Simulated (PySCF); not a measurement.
C4H5F3SSi2, SMILES F[Si](F)(F)[SiH2]c1cccs1 at its GFN2-xTB optimised geometry (Å):

```
15

F     -0.4113    -3.3783    -1.2209
Si    -0.0854    -2.4100     0.0000
F     -0.4103    -3.3433     1.2494
F      1.5071    -2.4100     0.0000
Si    -1.1585    -0.3939     0.0000
C      0.0722     1.0172    -0.0733
C      0.6149     1.7370     0.9541
C      1.5352     2.7190     0.5358
C      1.6897     2.7396    -0.8137
S      0.7154     1.5636    -1.5932
H     -2.0562    -0.2922    -1.1586
H     -1.9358    -0.2257     1.2362
H      0.3553     1.5660     1.9838
H      2.0562     3.3783     1.2066
H      2.3176     3.3784    -1.4027
```

Computed with PBE0/def2-TZVP (PySCF). Cells within 0.4 Å of a nucleus heavier than hydrogen are left out (blank, or x).

Map of the electrostatic potential (hartree/e), clipped to [-0.08, 0.12] on the plane z = 0.0 Å:

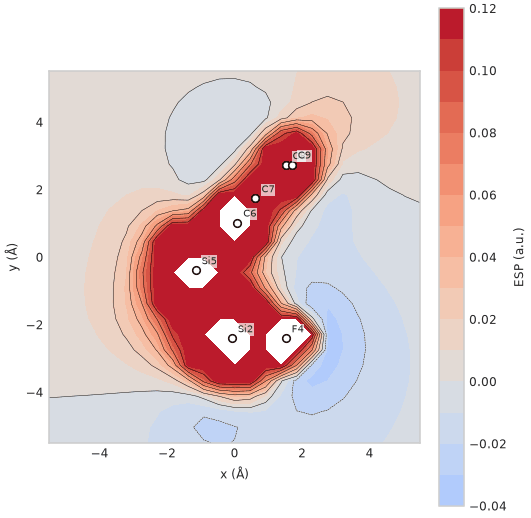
*Electrostatic potential (hartree/e), clipped to [-0.08, 0.12] on the plane z = 0.0 Å.*
